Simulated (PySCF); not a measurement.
**C4H8, SMILES `C=C.C=C`: what the electrons do**

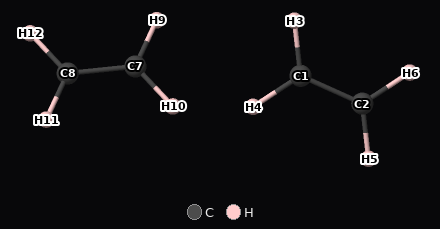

The molecule, with its atoms numbered as below. The pair's geometry is semi-empirical, so its contact may be too short or too long.

Geometry (Å), atoms numbered from 1:

```
C1      -1.9791   -0.2716   -0.2090
C2      -3.1693    0.2231    0.0582
H3      -1.6906   -1.2615    0.1050
H4      -1.2360    0.2869   -0.7545
H5      -3.4603    1.2123   -0.2556
H6      -3.9116   -0.3370    0.6034
C7       1.9645   -0.0478    0.3123
C8       3.1840    0.0969   -0.1617
H9       1.4460   -0.9918    0.2744
H10      1.4249    0.7691    0.7632
H11      3.7040    1.0402   -0.1233
H12      3.7231   -0.7213   -0.6110
```

Part 1: Bonding charge

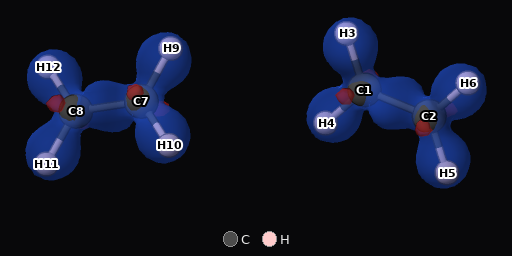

Deformation density (molecule less spherical, spin-averaged free atoms at the same positions), surfaces at ±0.15 e/Å³; blue: gain, red: loss.

Computed with PySCF, B3LYP/6-311G**, geometry: GFN2-xTB.

Question: Describe the bonding that the map shows.

Answer: The five largest and four smallest: C1–H4: +0.72 e/Å³ at the bond critical point (bond length 1.08 Å, Mayer order 1.0). C7–H10: +0.72 e/Å³ at the bond critical point (bond length 1.08 Å, Mayer order 1.0). C2–H5: +0.72 e/Å³ at the bond critical point (bond length 1.08 Å, Mayer order 1.0). C8–H11: +0.72 e/Å³ at the bond critical point (bond length 1.08 Å, Mayer order 1.0). C8–H12: +0.72 e/Å³ at the bond critical point (bond length 1.08 Å, Mayer order 1.0). C2–H6: +0.72 e/Å³ at the bond critical point (bond length 1.08 Å, Mayer order 1.0). C1–C2: +0.72 e/Å³ at the bond critical point (bond length 1.32 Å, Mayer order 2.0). C7–C8: +0.72 e/Å³ at the bond critical point (bond length 1.32 Å, Mayer order 2.0). C1–H3: +0.72 e/Å³ at the bond critical point (bond length 1.08 Å, Mayer order 1.0). In all, 2.6 electrons gather in the regions of gain relative to the promolecule.

Question: Where do the Hirshfeld charges lie?

Answer: The highest Hirshfeld charge is on H5 (+0.04 e), the lowest on C2 (−0.09 e).

Part 2: Bond critical points

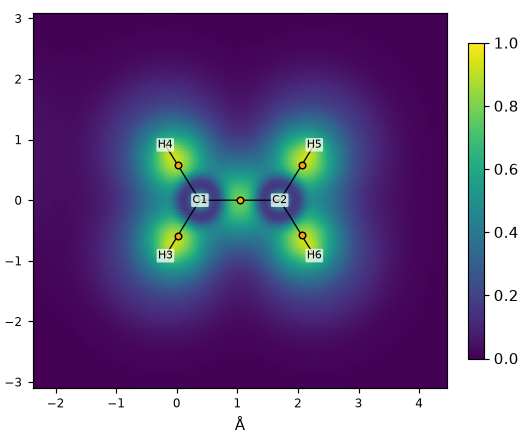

Localised orbital locator (LOL) in the plane of C1, C2, H3, H4, H5 and H6, with bond paths and bond critical points (dots).

Question: What values does LOL take at the bond critical points in this plane?

Answer: C1–H4: about 0.90; C2–H5: about 0.90; C2–H6: about 0.90; C1–H3: about 0.90; C1–C2: about 0.78. Values above 0.5 mark slow, localised electrons, as in shared pairs; low values at a critical point mark a polar or closed-shell contact whose critical point lies between the shells.

Question: Where along C1–H4 does the critical point lie?

Answer: 0.69 Å from C1 and 0.39 Å from H4.

Part 3: Local ionisation energy

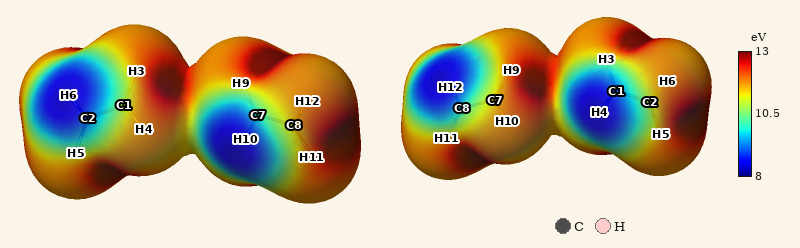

Average local ionisation energy on the surface of electron density 0.001 a.u. (back view left, front view right).

Question: Locate the minima of the map.

Answer: The lowest value is 8.4 eV, off the C1–C2 bond (2.2 Å from its atoms). Further minima include 11.7 eV, 1.4 Å from H9. For comparison, the highest occupied orbital lies at −7.6 eV.

Question: What volume does the surface enclose, and what is the dipole moment?

Answer: About 119 Å³; the dipole moment is 0.0 D.

Part 4: Weak contacts

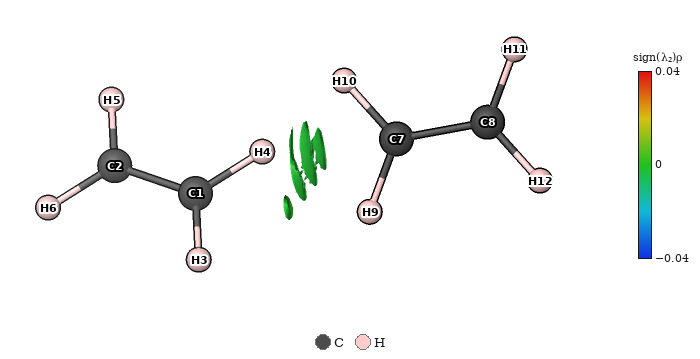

Non-covalent interaction surfaces between the fragments (reduced density gradient s = 0.4, coloured by sign(λ₂)ρ in a.u.; trimmed to the region between the fragments where ρ is under 0.06 a.u.). Fragment A: H4C2 (atoms 1–6); fragment B: H4C2.

Question: Which interactions hold the two fragments together?

Answer: Bond critical points between the fragments: H4···C7, 3.39 Å, ρ = 0.002 a.u. It is weak and appears green (van der Waals range). The pose is a local one from a semi-empirical search, not shown to be the most stable.

Question: How strongly are they bound?

Answer: The counterpoise-corrected interaction energy of the frozen fragments is +0.1 kcal/mol without dispersion correction and −0.6 kcal/mol with D3(BJ). The pair geometry is semi-empirical, not a minimum at this level.

The PySCF runs shown took 4.6 s and 11 s on 1 thread of AMD EPYC 9R45 96-Core Processor (Zen 5) (shared host).
